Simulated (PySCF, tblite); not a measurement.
Dissociation curve of SMILES ClB(Cl)Cl. The B1–Cl4 bond (B1 also carries Cl, Cl; Cl4 carries nothing else) is varied alone, starting from the PBE0/def2-TZVP optimised geometry.

```
4

B      0.0000     0.0000     0.0000
Cl    -0.0005    -1.5047    -0.8686
Cl     0.0000     1.5046    -0.8688
Cl     0.0000     0.0000     1.7374
```

Computed with: GFN2-xTB, 300 K electronic temperature (tblite); UKS-M06-2X = unrestricted M06-2X/cc-pVDZ (PySCF); RKS-B3LYP/6-31G* = restricted B3LYP/6-31G*, spherical d run with PySCF 2.14.0.

Energies are in kJ/mol, each relative to the lowest point of its own curve near equilibrium.

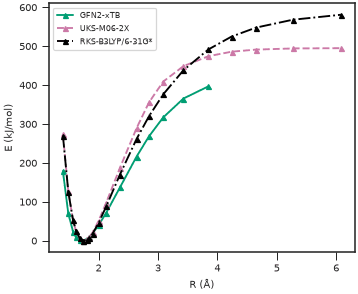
Figure. Energy against bond length for each method.

```json
[
 {"R / Å": "1.40", "GFN2-xTB": "178.6", "UKS-M06-2X": "273.5", "RKS-B3LYP/6-31G*": "270.0"},
 {"R / Å": "1.49", "GFN2-xTB": "70.2", "UKS-M06-2X": "127.2", "RKS-B3LYP/6-31G*": "126.3"},
 {"R / Å": "1.57", "GFN2-xTB": "23.6", "UKS-M06-2X": "52.6", "RKS-B3LYP/6-31G*": "52.9"},
 {"R / Å": "1.62", "GFN2-xTB": "8.9", "UKS-M06-2X": "25.1", "RKS-B3LYP/6-31G*": "25.7"},
 {"R / Å": "1.68", "GFN2-xTB": "0.8", "UKS-M06-2X": "6.5", "RKS-B3LYP/6-31G*": "7.0"},
 {"R / Å": "1.74", "GFN2-xTB": "0.0", "UKS-M06-2X": "0.0", "RKS-B3LYP/6-31G*": "0.0"},
 {"R / Å": "1.81", "GFN2-xTB": "5.4", "UKS-M06-2X": "3.8", "RKS-B3LYP/6-31G*": "2.8"},
 {"R / Å": "1.84", "GFN2-xTB": "9.2", "UKS-M06-2X": "8.3", "RKS-B3LYP/6-31G*": "6.7"},
 {"R / Å": "1.90", "GFN2-xTB": "18.9", "UKS-M06-2X": "21.1", "RKS-B3LYP/6-31G*": "18.2"},
 {"R / Å": "2.00", "GFN2-xTB": "39.7", "UKS-M06-2X": "50.8", "RKS-B3LYP/6-31G*": "45.3"},
 {"R / Å": "2.13", "GFN2-xTB": "72.0", "UKS-M06-2X": "98.0", "RKS-B3LYP/6-31G*": "88.4"},
 {"R / Å": "2.36", "GFN2-xTB": "136.8", "UKS-M06-2X": "187.4", "RKS-B3LYP/6-31G*": "170.1"},
 {"R / Å": "2.64", "GFN2-xTB": "216.2", "UKS-M06-2X": "289.2", "RKS-B3LYP/6-31G*": "261.5"},
 {"R / Å": "2.85", "GFN2-xTB": "268.5", "UKS-M06-2X": "355.8", "RKS-B3LYP/6-31G*": "320.2"},
 {"R / Å": "3.09", "GFN2-xTB": "317.1", "UKS-M06-2X": "409.2", "RKS-B3LYP/6-31G*": "376.4"},
 {"R / Å": "3.43", "GFN2-xTB": "365.5", "UKS-M06-2X": "448.8", "RKS-B3LYP/6-31G*": "438.3"},
 {"R / Å": "3.85", "GFN2-xTB": "396.8", "UKS-M06-2X": "474.2", "RKS-B3LYP/6-31G*": "491.7"},
 {"R / Å": "4.24", "GFN2-xTB": "—", "UKS-M06-2X": "485.8", "RKS-B3LYP/6-31G*": "524.7"},
 {"R / Å": "4.65", "GFN2-xTB": "—", "UKS-M06-2X": "491.2", "RKS-B3LYP/6-31G*": "547.7"},
 {"R / Å": "5.27", "GFN2-xTB": "—", "UKS-M06-2X": "494.2", "RKS-B3LYP/6-31G*": "568.0"},
 {"R / Å": "6.08", "GFN2-xTB": "—", "UKS-M06-2X": "494.8", "RKS-B3LYP/6-31G*": "580.8"}
]
```

At the longest distance, 6.08 Å, RKS-B3LYP/6-31G* lies highest above its minimum (580.8 kJ/mol) and UKS-M06-2X lowest (494.8 kJ/mol).

A dash means that the run gave no value there, or that the column was ended at a point which the program doubted or which failed a test of continuity chosen for this set; such a test can also cut sound points.

The unrestricted determinant behind UKS-M06-2X is spin-contaminated at 3.09 to 6.08 Å (<S²> up to 1.0, against 0.00 for a pure singlet). The restricted form behind RKS-B3LYP/6-31G* keeps the bonding electrons paired and can't separate into open-shell fragments.
